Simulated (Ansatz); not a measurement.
## Two runs on ZnSiNH$_{3}$O

System: ZnSiNH$_{3}$O.
Method of run A: RKS PBE-QIDH (frozen core with 3s3p of Cu, Zn)/def2-TZVPP (Ansatz 0.2.0).

The geometry comes from this level: PBE0-D4/def2-TZVP. Text and figures count atoms from 1; the logs count them from 0 in places.

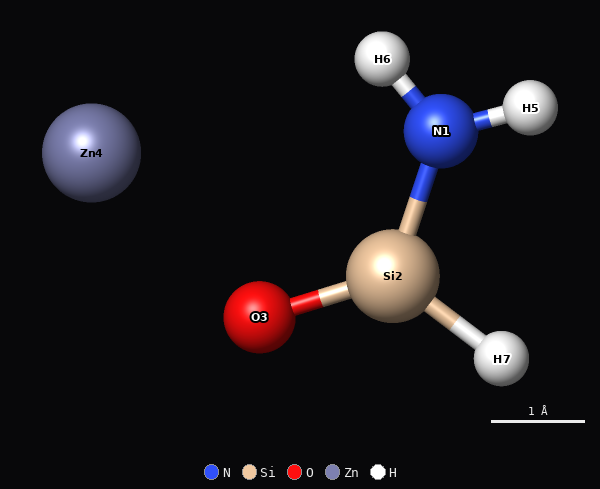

The input geometry (ball-and-stick view, seen on its broad side; atoms are numbered from 1 in the order of the input). Sticks mark near contacts. Bond lengths as drawn: H–N 1.01 Å, H–Si 1.48 Å, N–Si 1.67 Å and O–Si 1.52 Å.

### Input, run A
```yaml
crystal:
  periodic: [false, false, false]
  atoms:
    - {symbol: N, position_ang: [-0.448969, 0.932542, -0.249528]}
    - {symbol: Si, position_ang: [0.849736, -0.037181, 0.147250]}
    - {symbol: O, position_ang: [0.801564, -1.537842, 0.398563]}
    - {symbol: Zn, position_ang: [-1.444933, -2.721593, 0.202299]}
    - {symbol: H, position_ang: [-0.374786, 1.923957, -0.408119]}
    - {symbol: H, position_ang: [-1.383385, 0.566807, -0.351110]}
    - {symbol: H, position_ang: [2.061773, 0.805311, 0.214945]}
basis:
  gaussian: {orbitals: def2-TZVPP}
hamiltonian: {xc: {name: PBE-QIDH}}
correlation: {frozen_orbitals: {H: 0, "N": 1, O: 1, Si: 5, Zn: 9}}
```

Hardware: 4 threads of Intel Xeon, 15 GiB of memory available, shared host.

### Output (run A)
```
Functional definition: PBE-QIDH
  parameter a = 3^(-1/3)
  parameter c = 1/3
  exchange = (1 - a)*pbe_x + a*exact_x
  correlation = (1 - c)*pbe_c + c*(mp2_os + mp2_ss)
1317 factors; integrals over basis functions are off by at most 1.4e-3 eV
mean field evaluation 1: about -59844.6384 eV, gradient 6.2e1 eV
mean field evaluation 2: about -59844.7712 eV, gradient 6.2e1 eV
mean field evaluation 4: about -59851.6527 eV, gradient 1.1e1 eV
mean field evaluation 8: about -59851.8922 eV, gradient 4.8e-1 eV
mean field evaluation 16: about -59851.8932 eV, gradient 3.5e-4 eV
mean field -59851.89315462 eV, -2199.5165043620 hartree, gradient 4.7e-6 eV, S^2 0.000000; 0 other end points of the search recorded, 0 dependent functions left out
16 core orbitals not correlated: weight in the atoms' cores, before any rotation towards them, 1.000 or more for the frozen orbitals, at most 0.000 for the correlated occupied ones
reference -59851.89316728 eV, -2199.5165048273 hartree; 15, 15 occupied and 179, 179 virtual orbitals, 1317 factors
second order -32.23607341 eV of doubles, -0.00000000 eV of singles
Total energy: -59862.63852508 eV, -2199.9113894431 hartree
```

The input of run B differs as follows (lines with − go, lines with + come):
```diff
-hamiltonian: {xc: {name: PBE-QIDH}}
+hamiltonian: {xc: {name: B2PLYP}}
```

What does this change do to the results?

The total energies belong to different methods, so their difference says nothing on which is more stable or more accurate. The functional changes from PBE-QIDH to B2PLYP.

### Output (run B)
```
Functional definition: B2PLYP
  parameter a = 0.53
  parameter c = 0.27
  exchange = (1 - a)*b88_x + a*exact_x
  correlation = (1 - c)*lyp_c + c*(mp2_os + mp2_ss)
1317 factors; integrals over basis functions are off by at most 1.4e-3 eV
mean field evaluation 1: about -59854.7529 eV, gradient 7.2e1 eV
mean field evaluation 2: about -59854.8571 eV, gradient 7.2e1 eV
mean field evaluation 4: about -59863.2311 eV, gradient 1.9e1 eV
mean field evaluation 8: about -59863.8976 eV, gradient 7.9e-1 eV
mean field evaluation 16: about -59863.8986 eV, gradient 4.6e-4 eV
mean field -59863.89862722 eV, -2199.9576973425 hartree, gradient 1.9e-6 eV, S^2 0.000000; 0 other end points of the search recorded, 0 dependent functions left out
16 core orbitals not correlated: weight in the atoms' cores, before any rotation towards them, 1.000 or more for the frozen orbitals, at most 0.000 for the correlated occupied ones
reference -59863.89878635 eV, -2199.9577031903 hartree; 15, 15 occupied and 179, 179 virtual orbitals, 1317 factors
second order -34.64530296 eV of doubles, -0.00000000 eV of singles
Total energy: -59873.25301815 eV, -2200.3014648684 hartree
```

### The two runs side by side

| quantity | run A | run B |
| --- | --- | --- |
| outcome | converged | converged |
| total energy (hartree) | −2199.911389 | −2200.301465 |
| basis functions | 210 | 210 |
| wall time (shared host) | 2.7 s | 2.6 s |
